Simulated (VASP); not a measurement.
Band structure of NbP (relaxed from the CsCl type structure, space group Pm-3m). These are PBE GGA, VASP's PBE PAW potentials (set 64) (plane waves; VASP) values and carry that method's errors.

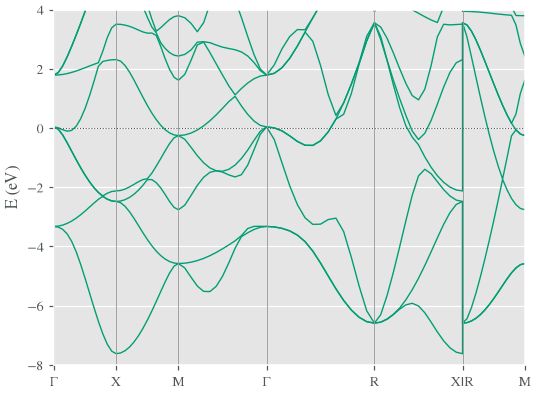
Fig. 1. Bands along high-symmetry lines, zero at the valence-band maximum or, without a gap, the Fermi level

Task: Read the plot: is there a gap, and where are the band edges?

Result: It has no gap at this level: it comes out as a metal or semimetal. (Edges off the drawn lines would not show.)

The structure was generated: NbP was put into the CsCl type type (Pm-3m), which need not be its known phase. It was relaxed first, which changed the volume by -31 %.
